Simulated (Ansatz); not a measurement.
**SF (Monosulfur monofluoride) at 6 levels**

Aim: a comparison of 6 runs (UHF/STO-3G, U-revPBE/STO-3G, UCAM-B3LYP/STO-3G, UPBE/STO-3G, RPA@PBE/STO-3G, UBCCD(T)/STO-3G) of SF (Monosulfur monofluoride). 

Program for the calculation: Ansatz 0.2.0.

38 further runs of the same task are left out: 8 that didn't finish, 30 set aside as unsound or not needed.

## 1. The structure to begin with

SF has 2 atoms, charge 0, and is taken as a doublet. As SMILES, `F[S]`. The S2–F1 distance was set to 3.253 Å, away from the relaxed value.

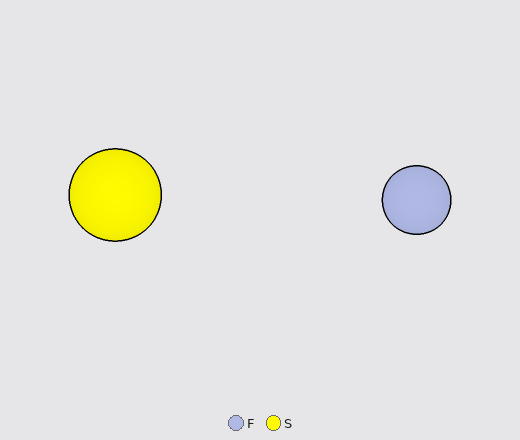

Viewed from a chosen angle; fluorine light blue, sulfur yellow.

## 2. The energy at UHF/STO-3G (run 1)

The input, input.yaml:

```yaml
crystal:
  periodic: [false, false, false]
  atoms:
    - {symbol: F, position_ang: [0.000000, 0.000000, -1.626570]}
    - {symbol: S, position_ang: [0.000000, 0.000000, 1.626530]}
basis:
  gaussian:
    orbitals: STO-3G
magnetization:
  spin_polarized: true
  initial_magnetization: 1
hamiltonian:
  xc: hf
accuracy: high
```

Launch:

```
$ ansatz run input.yaml --threads 1 --pin off --max-ram 2610MiB --events-out events.jsonl --progress --plain --runs-dir runs
```

The log of the run:

```text
Warning: RAYON_NUM_THREADS=1 ignored (pool sized by the plan → 1); use --threads N
Functional definition: HF
  name "HF"
  exchange = exact_x
  correlation = 0
204 factors; integrals over basis functions are off by at most 5.5e-9 eV
mean field evaluation 1: about -13349.4082 eV, gradient 3.1e0 eV
mean field evaluation 2: about -13349.4098 eV, gradient 3.1e0 eV
mean field evaluation 4: about -13348.7588 eV, gradient 7.9e0 eV
mean field evaluation 8: about -13355.9367 eV, gradient 3.8e0 eV
mean field evaluation 16: about -13363.0814 eV, gradient 1.8e-2 eV
mean field evaluation 32: about -13363.9641 eV, gradient 1.5e-8 eV
mean field evaluation 64: about -13363.9698 eV, gradient 1.1e-1 eV
mean field evaluation 96: about -13363.9689 eV, gradient 1.6e-1 eV
mean field evaluation 128: about -13363.9654 eV, gradient 2.4e-1 eV
mean field evaluation 160: about -13311.5090 eV, gradient 3.7e1 eV
mean field -13363.97711863 eV, -491.1171006806 hartree, gradient 2.5e-9 eV, S^2 1.750000; 11 other end points of the search recorded, 0 dependent functions left out
reference -13363.97711863 eV, -491.1171006806 hartree; 13, 12 occupied and 1, 2 virtual orbitals, 204 factors
Total energy: -13363.97711863 eV, -491.1171006806 hartree
```

Wall time 0.3 s (1 thread of Arm Neoverse V1, shared host).

## 3. The energy at U-revPBE/STO-3G (run 2)

The input, molecule.yaml:

```yaml
basis:
  gaussian: {orbitals: STO-3G}
crystal:
  periodic: [false, false, false]
  atoms:
    - {symbol: F, position_ang: [0.000000, 0.000000, -1.626570]}
    - {symbol: S, position_ang: [0.000000, 0.000000, 1.626530]}
magnetization: {spin_polarized: true, initial_magnetization: 1}
hamiltonian: {xc: {name: revPBE}}
accuracy: high
```

Launch:

```
$ ansatz run molecule.yaml --threads 1 --pin off --max-ram 2610MiB --events-out events.jsonl --progress --plain --runs-dir runs
```

The log of the run, cut to the lines that bear on the results:

```text
Warning: RAYON_NUM_THREADS=1 ignored (pool sized by the plan → 1); use --threads N
Functional definition: revPBE
  name "revPBE"
[...]
204 factors; integrals over basis functions are off by at most 5.5e-9 eV
[...]
mean field -13383.64796425 eV, -491.8399909239 hartree, gradient 2.0e-9 eV, S^2 1.750000; 19 other end points of the search recorded, 0 dependent functions left out
reference -13383.64796549 eV, -491.8399909694 hartree; 13, 12 occupied and 1, 2 virtual orbitals, 204 factors
Total energy: -13383.64796549 eV, -491.8399909694 hartree
```

Run time: 17 s. Hardware: 1 thread of Arm Neoverse V1, shared host; peak memory 0.098 GiB.

## 4. A single-point energy at UCAM-B3LYP/STO-3G (run 3)

The input, in.yaml:

```yaml
crystal:
  periodic: [false, false, false]
  atoms:
    - {symbol: F, position_ang: [0.000000, 0.000000, -1.626570]}
    - {symbol: S, position_ang: [0.000000, 0.000000, 1.626530]}
basis:
  gaussian: {orbitals: STO-3G}
magnetization: {spin_polarized: true, initial_magnetization: 1}
hamiltonian: {xc: {name: CAM-B3LYP}}
accuracy: high
```

Launch:

```
$ ansatz run in.yaml --threads 1 --pin off --max-ram 2610MiB --events-out events.jsonl --progress --plain --runs-dir runs
```

The log of the run, cut to the lines that bear on the results:

```text
Warning: RAYON_NUM_THREADS=1 ignored (pool sized by the plan → 1); use --threads N
Functional definition: CAM-B3LYP
  name "CAM-B3LYP"
[...]
204 factors; integrals over basis functions are off by at most 5.5e-9 eV
91 factors; integrals over basis functions are off by at most 2.1e-9 eV
[...]
mean field -13385.35289838 eV, -491.9026460975 hartree, gradient 1.7e-8 eV, S^2 1.750000; 8 other end points of the search recorded, 0 dependent functions left out
reference -13385.35290706 eV, -491.9026464165 hartree; 13, 12 occupied and 1, 2 virtual orbitals, 204 factors
Total energy: -13385.35290706 eV, -491.9026464165 hartree
```

Run time: 11 s. Hardware: 1 thread of Arm Neoverse V1, shared host; peak memory 0.1 GiB.

Runs 4 to 5 aren't shown in full; the table further down has their settings and results.

## 5. A single-point energy at UBCCD(T)/STO-3G (run 6)

The input, molecule.yaml:

```yaml
crystal:
  periodic: [false, false, false]
  atoms:
    - {symbol: F, position_ang: [0.000000, 0.000000, -1.626570]}
    - {symbol: S, position_ang: [0.000000, 0.000000, 1.626530]}
basis:
  gaussian:
    orbitals: STO-3G
magnetization:
  spin_polarized: true
  initial_magnetization: 1
correlation:
  method: bccd_t
  frozen_orbitals: {F: 1, S: 5}
accuracy: high
scf:
  omitted_lower_state_checks: [cluster_reference, increment]
```

Launch:

```
$ ansatz run molecule.yaml --threads 1 --pin off --max-ram 2610MiB --events-out events.jsonl --progress --plain --runs-dir runs
```

The log of the run:

```text
Warning: RAYON_NUM_THREADS=1 ignored (pool sized by the plan → 1); use --threads N
[... 21 lines left out ...]
6 core orbitals not correlated: weight in the atoms' cores, before any rotation towards them, 1.000 or more for the frozen orbitals, at most 0.000 for the correlated occupied ones
[... 55 lines left out ...]
Total energy: -13363.98271523 eV, -491.1173063517 hartree
Checks for a lower state left out: cluster_reference, increment
```

It took 0.72 s on 1 thread of Arm Neoverse V1, shared host.

## 6. Overview of the runs

```csv
run,level,frozen core orbitals,energy (Eh),⟨S²⟩,wall time
1,UHF/STO-3G,–,-491.117101,1.750,0.3 s
2,U-revPBE/STO-3G,–,-491.839991,1.750,17 s
3,UCAM-B3LYP/STO-3G,–,-491.902646,1.750,11 s
4,UPBE/STO-3G,–,-491.650142,1.750,14 s
5,RPA@PBE/STO-3G,6,-491.165287,1.750,25 s
6,UBCCD(T)/STO-3G,6,-491.117306,1.750,0.72 s
```

## 7. Outcome

| quantity | value |
| --- | --- |
| run 6: total energy | -491.11731 Eh |
| run 6: correlation energy (6 core orbitals frozen) | -0.2 mEh |
| run 6: (T) correction | 0.00 mEh |
| run 6: ⟨S²⟩ of the reference determinant | 1.750 |

What this shows: Totals of different functionals can't be ranked against each other. In runs 1, 2, 3, 4, 5, 6 the basis is minimal, so the values are rough. Spin contamination of the reference: run 2 ⟨S²⟩ = 1.75, run 4 ⟨S²⟩ = 1.75, run 5 ⟨S²⟩ = 1.75, run 3 ⟨S²⟩ = 1.75, run 1 ⟨S²⟩ = 1.75, run 6 ⟨S²⟩ = 1.75. Where it is this large, the reference is a mixture of spin states, and values that rest on it are in doubt. All runs together took 66 s, the longest 25 s.
